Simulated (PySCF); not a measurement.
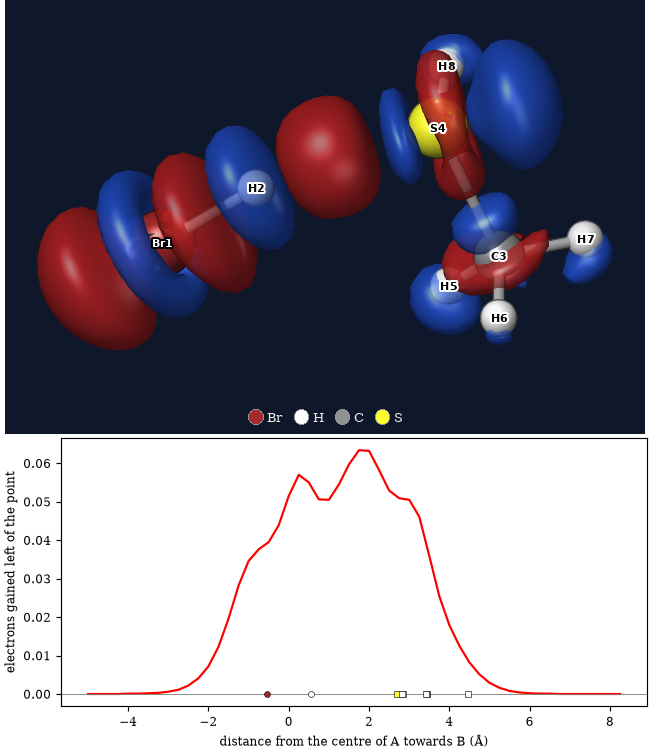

Figure. CH5BrS, SMILES `Br.CS`. Density of the complex less the densities of the two fragments at the same geometry, ±0.005 e/Å³ (red: gain, blue: loss). Fragment A: HBr (atoms 1–2); fragment B: H4CS. Below: the charge-displacement curve along the line of centres (A on the left).

Level of theory: TPSS/aug-cc-pVDZ (PySCF), at a geometry from GFN2-xTB. GFN2-xTB bond lengths at metals and heavier atoms can be off by up to 0.1 Å and shapes distorted, which carries into these values.

Geometry (Å), atoms numbered from 1:

```
Br1     -1.5719   -0.0298   -0.0042
H2      -0.2589    0.4728    0.1970
C3       2.2787   -1.1272   -0.0134
S4       2.0342    0.6774    0.0815
H5       1.4704   -1.5796   -0.5795
H6       2.2674   -1.4912    1.0089
H7       3.2397   -1.3360   -0.4716
H8       2.0789    0.9035   -1.2311
```

**How is the density rearranged on binding?**

Hirshfeld charges show 0.056 e passing from B to A. By Hirshfeld charges, electrons gather most on Br1 (−0.063 e) and leave S4 most (+0.019 e); 0.13 e is displaced in all, which induces a dipole of 1.42 D.

**What is the interaction energy, and which contacts carry it?**

The counterpoise-corrected interaction energy of the frozen fragments is −4.0 kcal/mol without dispersion correction and −5.9 kcal/mol with D3(BJ). The pair geometry is semi-empirical, not a minimum at this level. Contacts: H2···S4, hydrogen bond, 2.31 Å, ρ = 0.027 a.u. The pose is a local one from a semi-empirical search, not shown to be the most stable.

Run time: 93 s on 1 thread of Intel(R) Xeon(R) Platinum 8259CL CPU @ 2.50GHz (Skylake/Cascade Lake) (shared host), peak memory 0.55 GiB.
